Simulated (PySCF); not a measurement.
# [BiF4]+: how settings move a single point

Aim: repeat the single point on relaxed [BiF4]+ with altered settings, some of them bad on purpose. The structure is generated, not taken from experiment.

Computed with PySCF 2.14.0. Level: TPSS, Bi def2-SVP with ECP60, F def2-SVP; scalar-relativistic core potentials, no spin–orbit coupling.

2 further runs of the same task are left out: 2 for a known fault of the program.

## 1. The system as given

5 atoms, charge 1, spin multiplicity 1.

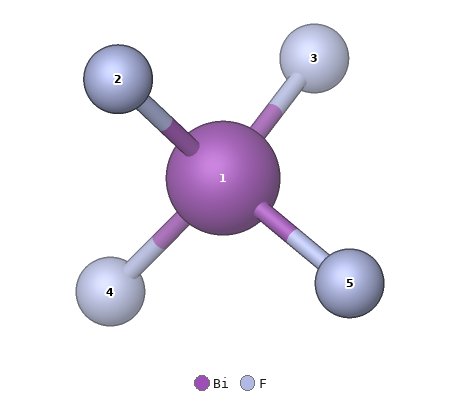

The geometry (bismuth purple, fluorine light blue); atoms are numbered from 1 in the order of the file.

Coordinates:

```
Bi    0.0000    0.0000    0.0000
F     1.1535    1.1535    1.1535
F    -1.1535   -1.1535    1.1535
F     1.1535   -1.1535   -1.1535
F    -1.1535    1.1535   -1.1535
```

Formal oxidation states: Bi +5. An earlier session relaxed this geometry at TPSS, Bi def2-SVP with ECP60, F def2-SVP (singlet, point group Td).

The sound run used a (50, 194) grid (finer on f atoms), a threshold of 1e-8 and at most 55 cycles, and ended at -613.240370 Eh.

## 2. Altered run 1

The input, run.py (the lines that set the calculation):

```python
mol = gto.M(atom='''
Bi     0.00000     0.00000     0.00000
F      1.15353     1.15353     1.15353
F     -1.15353    -1.15353     1.15353
F      1.15353    -1.15353    -1.15353
F     -1.15353     1.15353    -1.15353''',
    basis={'Bi': 'def2-SVP', 'F': 'def2-SVP'},
    ecp={'Bi': 'def2-SVP'},
    charge=1, spin=0)
mf = dft.RKS(mol, xc='TPSS')
mf.grids.atom_grid = (50, 194)
mf = mf.density_fit()  # fitting sets: Bi def2-universal-JKFIT, F def2-universal-JKFIT
mf.conv_tol = 1e-06; mf.max_cycle = 55
mf.kernel(dm0)  # dm0: free metal ions and neutral atoms
```

On the command line:

```sh
OMP_NUM_THREADS=2 python run.py
```

Log:

```text
init E= -613.808462184197
  HOMO = -0.67889194248451  LUMO = -0.545391186645787  gap/eV = 3.63274
cycle= 1 E= -613.076295881592  delta_E= 0.732  |g|= 0.904  |ddm|= 2.58
  HOMO = -0.51365691212098  LUMO = -0.453616116091705  gap/eV = 1.63379
cycle= 2 E= -612.306011800757  delta_E= 0.77  |g|=  2.2  |ddm|= 2.84
  HOMO = -0.617083826081904  LUMO = -0.527323559976359  gap/eV = 2.44250
cycle= 3 E= -613.240252928791  delta_E= -0.934  |g|= 0.0271  |ddm|= 1.93
  HOMO = -0.618429429703751  LUMO = -0.529004733223591  gap/eV = 2.43337
cycle= 4 E= -613.240349801978  delta_E= -9.69e-05  |g|= 0.01  |ddm|= 0.0224
  HOMO = -0.618230322949836  LUMO = -0.528567375582057  gap/eV = 2.43985
cycle= 5 E= -613.240369690604  delta_E= -1.99e-05  |g|= 0.00169  |ddm|= 0.0106
  HOMO = -0.618373840624474  LUMO = -0.52869081924424  gap/eV = 2.44040
cycle= 6 E= -613.240370174826  delta_E= -4.84e-07  |g|= 0.000316  |ddm|= 0.00094
  HOMO = -0.618386326873091  LUMO = -0.528668928394012  gap/eV = 2.44133
Extra cycle  E= -613.240370118449  delta_E= 5.64e-08  |g|= 0.000619  |ddm|= 0.00125
converged SCF energy = -613.240370118449
```

It took 2.4 s on 2 threads of Arm Neoverse V1, shared host.

Changed: the SCF threshold (1e-06). It converges in 6 cycles, at the sound run's energy within 0.001 eV, with a largest force component of 0.00 eV/Å. The result survives the change.

## 3. Altered run 2

Edit run.py (the lines that set the calculation) of step 2 so:

```diff
@@ -12,3 +12,3 @@
 mf = mf.density_fit()  # fitting sets: Bi def2-universal-JKFIT, F def2-universal-JKFIT
-mf.conv_tol = 1e-06; mf.max_cycle = 55
-mf.kernel(dm0)  # dm0: free metal ions and neutral atoms
+mf.conv_tol = 1e-08; mf.max_cycle = 55
+mf.kernel(dm0)  # dm0: smeared density
```

On the command line:

```sh
OMP_NUM_THREADS=2 python run.py
```

Log:

```text
init E= -613.159830323084
  HOMO = -0.621005896737993  LUMO = -0.521364105734975  gap/eV = 2.71139
cycle= 1 E= -613.238017613233  delta_E= -0.0782  |g|= 0.101  |ddm|= 1.12
  HOMO = -0.6101570787395  LUMO = -0.526426250859231  gap/eV = 2.27843
cycle= 2 E= -613.231129296505  delta_E= 0.00689  |g|= 0.214  |ddm|= 0.378
  HOMO = -0.620094309799975  LUMO = -0.531080347192436  gap/eV = 2.42219
cycle= 3 E= -613.240332016077  delta_E= -0.0092  |g|= 0.0147  |ddm|= 0.219
  HOMO = -0.618066874326887  LUMO = -0.528367731654352  gap/eV = 2.44084
cycle= 4 E= -613.240369009256  delta_E= -3.7e-05  |g|= 0.00255  |ddm|= 0.0234
  HOMO = -0.618372824565955  LUMO = -0.528669425429584  gap/eV = 2.44095
cycle= 5 E= -613.240370190616  delta_E= -1.18e-06  |g|= 0.000216  |ddm|= 0.00332
  HOMO = -0.618368313287367  LUMO = -0.528669331559882  gap/eV = 2.44083
cycle= 6 E= -613.240370198278  delta_E= -7.66e-09  |g|= 8.61e-06  |ddm|= 0.000187
  HOMO = -0.618367992055321  LUMO = -0.528669916982377  gap/eV = 2.44081
Extra cycle  E= -613.240370198243  delta_E= 3.46e-11  |g|= 1.51e-05  |ddm|= 2.42e-05
converged SCF energy = -613.240370198243
```

Run time: 2.4 s. Hardware: 2 threads of Arm Neoverse V1, shared host.

Changed: the starting guess (smeared density). It converges in 6 cycles, at the sound run's energy within 0.001 eV, with a largest force component of 0.00 eV/Å. The result survives the change.

## 4. Altered run 3

The input, run.py (the lines that set the calculation):

```python
mol = gto.M(atom='''
Bi     0.00000     0.00000     0.00000
F      1.15353     1.15353     1.15353
F     -1.15353    -1.15353     1.15353
F      1.15353    -1.15353    -1.15353
F     -0.63509     0.63509    -0.63509''',
    basis={'Bi': 'def2-SVP', 'F': 'def2-SVP'},
    ecp={'Bi': 'def2-SVP'},
    charge=1, spin=0)
mf = dft.RKS(mol, xc='TPSS')
mf.grids.atom_grid = (50, 194)
mf = mf.density_fit()  # fitting sets: Bi def2-universal-JKFIT, F def2-universal-JKFIT
mf.conv_tol = 1e-08; mf.max_cycle = 75
mf.kernel(dm0)  # dm0: free metal ions and neutral atoms
```

On the command line:

```sh
OMP_NUM_THREADS=2 python run.py
```

Log:

```text
init E= -615.346338374573
  HOMO = -0.647318517810554  LUMO = -0.435895917195936  gap/eV = 5.75310
cycle= 1 E= -610.62208156006  delta_E= 4.72  |g|= 1.42  |ddm|= 3.47
  HOMO = -0.400295688902949  LUMO = -0.33069533523587  gap/eV = 1.89392
cycle= 2 E= -608.852896648478  delta_E= 1.77  |g|=  3.3  |ddm|= 4.77
  HOMO = -0.578330145909104  LUMO = -0.41314620852647  gap/eV = 4.49488
cycle= 3 E= -610.874827176232  delta_E= -2.02  |g|= 0.813  |ddm|= 3.79
  HOMO = -0.567149834704519  LUMO = -0.422090235973783  gap/eV = 3.94727
cycle= 4 E= -610.977332412351  delta_E= -0.103  |g|=  0.2  |ddm|= 0.983
  HOMO = -0.569293603340232  LUMO = -0.422835750846858  gap/eV = 3.98532
cycle= 5 E= -610.984158838338  delta_E= -0.00683  |g|= 0.0242  |ddm|= 0.223
  HOMO = -0.570419389689896  LUMO = -0.423398427202908  gap/eV = 4.00064
cycle= 6 E= -610.984258589372  delta_E= -9.98e-05  |g|= 0.00506  |ddm|= 0.0186
  HOMO = -0.57047085225492  LUMO = -0.423207109955204  gap/eV = 4.00725
cycle= 7 E= -610.984264166646  delta_E= -5.58e-06  |g|= 0.000563  |ddm|= 0.00775
  HOMO = -0.570531042299328  LUMO = -0.423309950191673  gap/eV = 4.00609
cycle= 8 E= -610.984264242145  delta_E= -7.55e-08  |g|= 7.27e-05  |ddm|= 0.00107
  HOMO = -0.570526889483993  LUMO = -0.423301961933554  gap/eV = 4.00619
cycle= 9 E= -610.984264243061  delta_E= -9.16e-10  |g|= 1.04e-05  |ddm|= 0.000115
  HOMO = -0.570527692852854  LUMO = -0.423302128322291  gap/eV = 4.00621
Extra cycle  E= -610.984264242984  delta_E= 7.71e-11  |g|= 2.28e-05  |ddm|= 3.65e-05
converged SCF energy = -610.984264242984
```

It took 3 s on 2 threads of Arm Neoverse V1, shared host.

Changed: one atom's place (atom 5 put 1.1 Å from the metal); the cycle limit is 75. It converges in 9 cycles, +61.392 eV from the sound run, with a largest force component of 171.63 eV/Å. The setting is unsound, so these numbers aren't the compound's.

## 5. Altered run 4

The input, run.py (the lines that set the calculation):

```python
mol = gto.M(atom='''
Bi     0.00000     0.00000     0.00000
F      1.15353     1.15353     1.15353
F     -1.15353    -1.15353     1.15353
F      1.15353    -1.15353    -1.15353
F     -1.15353     1.15353    -1.15353''',
    basis={'Bi': 'def2-SVP', 'F': 'def2-SVP'},
    ecp={'Bi': 'def2-SVP'},
    charge=1, spin=0)
mf = dft.RKS(mol, xc='TPSS')
mf.grids.atom_grid = (40, 110)
mf = mf.density_fit()  # fitting sets: Bi def2-universal-JKFIT, F def2-universal-JKFIT
mf.conv_tol = 1e-08; mf.max_cycle = 55
mf.kernel(dm0)  # dm0: free metal ions and neutral atoms
```

On the command line:

```sh
OMP_NUM_THREADS=2 python run.py
```

Log:

```text
init E= -613.802129055629
  HOMO = -0.67820337075656  LUMO = -0.545594681285138  gap/eV = 3.60847
cycle= 1 E= -613.070930421247  delta_E= 0.731  |g|= 0.898  |ddm|= 2.58
  HOMO = -0.515237257892815  LUMO = -0.455721462985249  gap/eV = 1.61951
cycle= 2 E= -612.311649414613  delta_E= 0.759  |g|= 2.18  |ddm|= 2.82
  HOMO = -0.617761450733703  LUMO = -0.52866743654322  gap/eV = 2.42437
cycle= 3 E= -613.232815787148  delta_E= -0.921  |g|= 0.0269  |ddm|= 1.92
  HOMO = -0.618847396046469  LUMO = -0.529962767703328  gap/eV = 2.41867
cycle= 4 E= -613.232916761009  delta_E= -0.000101  |g|= 0.00915  |ddm|= 0.0239
  HOMO = -0.618758875827918  LUMO = -0.52968430490672  gap/eV = 2.42384
cycle= 5 E= -613.232932728076  delta_E= -1.6e-05  |g|= 0.00156  |ddm|= 0.00867
  HOMO = -0.618882508988329  LUMO = -0.529780312229761  gap/eV = 2.42459
cycle= 6 E= -613.232933168934  delta_E= -4.41e-07  |g|= 0.00025  |ddm|= 0.000954
  HOMO = -0.618872687224736  LUMO = -0.529756864401616  gap/eV = 2.42497
cycle= 7 E= -613.232933182709  delta_E= -1.38e-08  |g|= 3.34e-05  |ddm|= 0.000483
  HOMO = -0.618875046375036  LUMO = -0.529760845610856  gap/eV = 2.42492
cycle= 8 E= -613.23293318303  delta_E= -3.21e-10  |g|= 2.77e-06  |ddm|= 6.92e-05
  HOMO = -0.618875408892943  LUMO = -0.529760959479326  gap/eV = 2.42493
Extra cycle  E= -613.232933183025  delta_E= 5.23e-12  |g|= 6.32e-06  |ddm|= 9.87e-06
converged SCF energy = -613.232933183025
```

Wall time 2.1 s (2 threads of Arm Neoverse V1, shared host).

Changed: the integration grid, to (40, 110). It converges in 8 cycles, +0.202 eV from the sound run, with a largest force component of 0.15 eV/Å. The setting is unsound, so these numbers aren't the compound's.

## 6. Altered run 5

Edit run.py (the lines that set the calculation) of step 5 so:

```diff
@@ -10,5 +10,5 @@
 mf = dft.RKS(mol, xc='TPSS')
-mf.grids.atom_grid = (40, 110)
+mf.grids.atom_grid = (50, 194)
 mf = mf.density_fit()  # fitting sets: Bi def2-universal-JKFIT, F def2-universal-JKFIT
-mf.conv_tol = 1e-08; mf.max_cycle = 55
-mf.kernel(dm0)  # dm0: free metal ions and neutral atoms
+mf.conv_tol = 1e-08; mf.max_cycle = 66
+mf.kernel(dm0)  # dm0: core Hamiltonian
```

On the command line:

```sh
OMP_NUM_THREADS=2 python run.py
```

Log:

```text
init E= -586.997004243027
cycle= 1 E= -576.178548070276  delta_E= 10.8  |g|= 10.8  |ddm|= 22.6
  HOMO = -1.49016656615067  LUMO = -1.40690280331324  gap/eV = 2.26572
cycle= 2 E= -592.69170832907  delta_E= -16.5  |g|= 8.76  |ddm|= 22.4
  HOMO = -1.33602225097608  LUMO = -0.953288969656196  gap/eV = 10.41470
cycle= 3 E= -607.789084823089  delta_E= -15.1  |g|= 5.33  |ddm|= 16.1
  HOMO = -0.541518414617206  LUMO = -0.487636106467129  gap/eV = 1.46621
cycle= 4 E= -611.202759927453  delta_E= -3.41  |g|= 3.15  |ddm|=  6.6
  HOMO = -0.635562271195713  LUMO = -0.553980530089863  gap/eV = 2.21995
cycle= 5 E= -613.220414656283  delta_E= -2.02  |g|= 0.329  |ddm|= 3.18
  HOMO = -0.61446141157377  LUMO = -0.531016416507025  gap/eV = 2.27065
cycle= 6 E= -613.23385657364  delta_E= -0.0134  |g|= 0.176  |ddm|= 0.235
  HOMO = -0.618635634570987  LUMO = -0.528999145319052  gap/eV = 2.43913
cycle= 7 E= -613.240369494883  delta_E= -0.00651  |g|= 0.00225  |ddm|= 0.214
  HOMO = -0.61834755664283  LUMO = -0.528606395332471  gap/eV = 2.44198
cycle= 8 E= -613.240369991275  delta_E= -4.96e-07  |g|= 0.000874  |ddm|= 0.00227
  HOMO = -0.618365747120428  LUMO = -0.528669120597517  gap/eV = 2.44077
cycle= 9 E= -613.240370195894  delta_E= -2.05e-07  |g|= 0.000105  |ddm|= 0.00156
  HOMO = -0.618368539509591  LUMO = -0.528670102550269  gap/eV = 2.44082
cycle= 10 E= -613.24037019829  delta_E= -2.4e-09  |g|= 4.23e-06  |ddm|= 0.000111
  HOMO = -0.618369088135055  LUMO = -0.528670270785604  gap/eV = 2.44083
Extra cycle  E= -613.240370198279  delta_E= 1.14e-11  |g|= 9.12e-06  |ddm|= 1.3e-05
converged SCF energy = -613.240370198279
```

Wall time 3.1 s (2 threads of Arm Neoverse V1, shared host).

Changed: the starting guess (bare core Hamiltonian); the cycle limit is 66. It converges in 10 cycles, at the sound run's energy within 0.001 eV, with a largest force component of 0.00 eV/Å. The result survives the change.

## 7. Side by side

| run | changed | ending | energy change (eV) | cycles | time | usable |
| --- | --- | --- | --- | --- | --- | --- |
| 1 | the SCF threshold | converged | 0.000 | 6 | 2.4 s | yes |
| 2 | the starting guess | converged | 0.000 | 6 | 2.4 s | yes |
| 3 | one atom's place | converged | +61.392 | 9 | 3 s | no |
| 4 | the integration grid | converged | +0.202 | 8 | 2.1 s | no |
| 5 | the starting guess | converged | 0.000 | 10 | 3.1 s | yes |

3 of 5 altered runs give a usable result. 2 ended normally with numbers unfit to quote.
